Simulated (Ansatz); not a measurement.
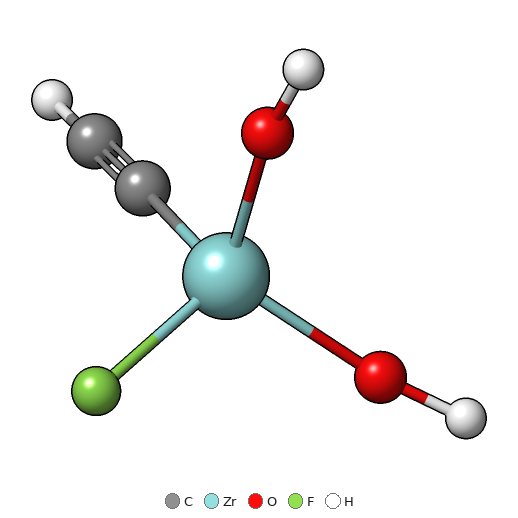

The species is neutral and a spin singlet. Sticks follow a distance rule. Harmonic vibrations computed with RKS PBE0-D4/def2-TZVP, core potentials on Zr (Ansatz 0.2.0) at a stationary point of the same level.

**How many imaginary frequencies does it have?**

A minimum: no imaginary frequency, and the lowest mode lies at 86 cm⁻¹.

**How many vibrational modes are there, and where do they lie?**

21 modes: 86, 90, 152, 159, 170, 176, 212, 224, 253, 257, 323, 444, 657, 725, 729, 731, 736, 2086, 3451, 4000, 4003 cm⁻¹.
